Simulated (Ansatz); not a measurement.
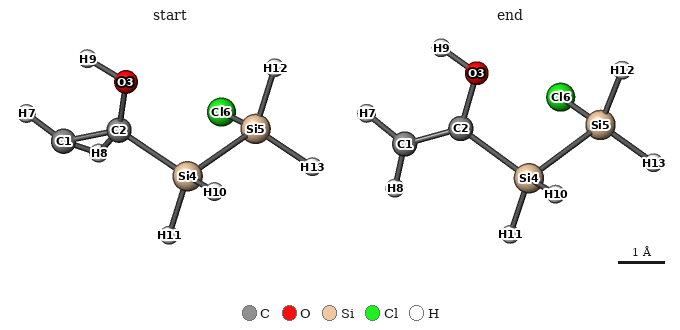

The structure of C2H7ClOSi2 before (left) and after (right) a relaxation, at one scale.

A ball-and-stick model, seen at a tilt.

The run prepares an end point of a later path (hydrogen shift) calculation, from a guessed geometry.

Computed with RKS B3LYP-D4/6-31G* in Ansatz.

Input file:
```yaml
crystal:
  periodic: [false, false, false]
  atoms:
    - { symbol: C, position_ang: [0.3357, -2.1721, 0.257] }
    - { symbol: C, position_ang: [0.7629, -0.8974, 0.0209] }
    - { symbol: O, position_ang: [1.9338, -0.489, 0.5676] }
    - { symbol: Si, position_ang: [-0.0334, 0.3675, -1.0579] }
    - { symbol: Si, position_ang: [-1.0233, 2.0096, 0.2314] }
    - { symbol: Cl, position_ang: [-2.4408, 1.2776, 1.5291] }
    - { symbol: H, position_ang: [0.8367, -2.842, 0.8742] }
    - { symbol: H, position_ang: [-0.15845, -1.47969, 0.03272] }
    - { symbol: H, position_ang: [2.3532, -1.2152, 1.1256] }
    - { symbol: H, position_ang: [0.8571, 0.9286, -2.0159] }
    - { symbol: H, position_ang: [-1.1795, -0.3367, -1.8182] }
    - { symbol: H, position_ang: [0.0024, 2.7312, 1.1034] }
    - { symbol: H, position_ang: [-1.7736, 3.0556, -0.6067] }
basis:
  gaussian: { orbitals: "6-31G*" }
hamiltonian:
  xc: b3lyp
  dispersion: d4
relax:
  f_tol: 0.02
  max_steps: 50
```

Launched with:
```bash
ansatz run input.yaml --threads 2 --pin off --max-ram 3072MiB --backend cpu --events-out ev --progress --plain --runs-dir out
```

Question: Describe what moved and what it gained.

Answer: The largest move after the best rigid fit is that of H8, 1.24 Å. Largest moves by element: H 1.24 Å, O 0.45 Å, Cl 0.37 Å, C 0.18 Å, Si 0.16 Å. Some distances before and after: C2–H8 1.090 → 2.112 Å, Si4–H8 2.149 → 3.029 Å, C1–H8 0.880 → 1.083 Å, Si4–H10 1.423 → 1.490 Å. Bonds break: C2–H8 (1.09 → 2.11 Å). Among the angles between lasting bonds that change: C2–C1–H8 52.9° → 121.0°, H7–C1–H8 158.3° → 116.9°, C1–C2–O3 118.8° → 124.3°. After 17 geometry steps the energy has fallen by 149.6 kcal/mol. Largest force component: 17 eV/Å at the start, 0.019 eV/Å at the end. The run took 91 s on 2 threads of Arm Neoverse V1, with other jobs on the host, peak memory 0.3 GiB.
